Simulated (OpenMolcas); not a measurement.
# RI-MP2/ANO-S-VDZ (RICD fitting) run of TiH4 (SMILES [H][Ti]([H])([H])[H])

Aim: a geometry optimisation of TiH4. 

Program for the calculation: OpenMolcas 26.06.

2 further runs of the same task are left out: 2 set aside as unsound or not needed.

### Step 1. The structure to begin with

TiH4 has 5 atoms, charge 0, and is taken as a singlet. As SMILES, `[H][Ti]([H])([H])[H]`. All atoms were displaced at random from a relaxed shape. The run starts from this shape.

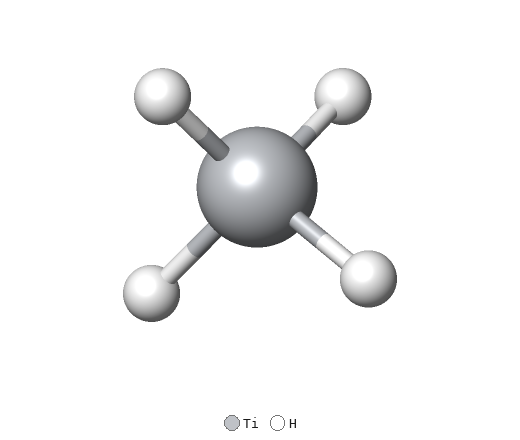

Viewed from a chosen angle; titanium light grey, hydrogen white.

### Step 2. A structure relaxation at RI-MP2/ANO-S-VDZ (RICD fitting)

test.inp reads:

```
&GATEWAY
  COORD
  5
  bohr
  Ti     0.02193405    -0.05127961     0.09480000
  H      0.00140785     0.00320120     3.27424342
  H      3.10113128     0.02169784    -1.14549528
  H     -1.64438865     2.76597701    -0.88070875
  H     -1.52113882    -2.72301976    -1.21784912
  BASIS = ANO-S-VDZ
  GROUP = NoSym
  RICD
>>> EXPORT MOLCAS_MAXITER=40
>>> Do While

&SEWARD

&SCF
  PRORBITALS = 0

&MBPT2
  FROZEN = 5
  GRDT

&SLAPAF
>>> EndDo
```

Run with:

```sh
$ export MOLCAS_MEM=1860
$ pymolcas test.inp > test.log
```

What values should one expect? Wanted: total energy at the end; dipole moment; HOMO energy; LUMO energy; HOMO–LUMO gap; correlation energy.

Answer, from the run:

Level: RI-MP2/ANO-S-VDZ (RICD fitting), 5 core orbitals frozen.

```
                                   quantity          value
                    total energy at the end  -850.82719 Eh
         dipole moment (mean-field density)         0.01 D
        HOMO energy (Hartree–Fock orbitals)      -12.50 eV
        LUMO energy (Hartree–Fock orbitals)        0.78 eV
      HOMO–LUMO gap (Hartree–Fock orbitals)       13.28 eV
correlation energy (5 core orbitals frozen)     -244.2 mEh
```

At the final geometry: Bond lengths: Ti1–H2 1.732 Å, Ti1–H3 1.732 Å, Ti1–H4 1.732 Å, Ti1–H5 1.732 Å. Angles: H2–Ti1–H3 109.5°, H2–Ti1–H4 109.3°, H2–Ti1–H5 109.6°, H3–Ti1–H4 109.5°, H3–Ti1–H5 109.4°, H4–Ti1–H5 109.5°. The optimisation took 5 steps and changed the energy by -0.062 eV.
